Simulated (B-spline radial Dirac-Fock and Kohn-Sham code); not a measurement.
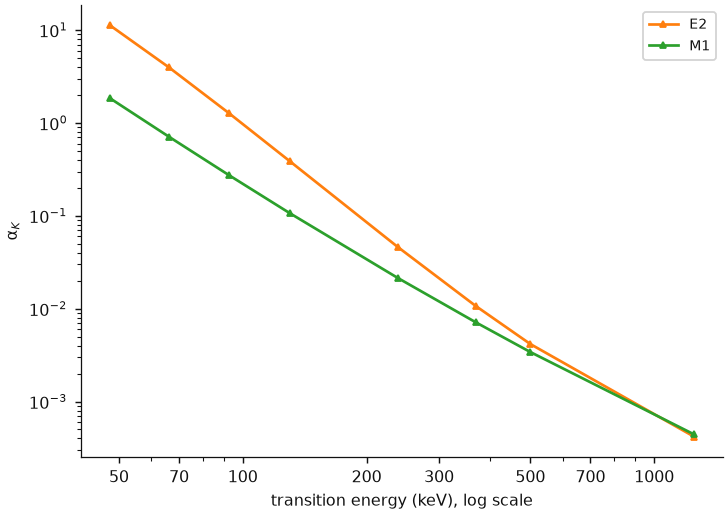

K-shell internal conversion coefficients against transition energy, at the marked points and joined by straight lines (also across edges). It refers to molybdenum (Z = 42). Level of theory: a Dirac–Hartree–Slater potential of the neutral atom, no hole, surface-current nucleus; calculated with a B-spline radial code.

Q: How do the multipoles rank at 130 keV?

A: E2 (0.389), M1 (0.107).

Q: Above what energy does an E2 transition emit more photons than K-shell conversion electrons?

A: Between 92.7 and 130 keV, where α drops through 1.
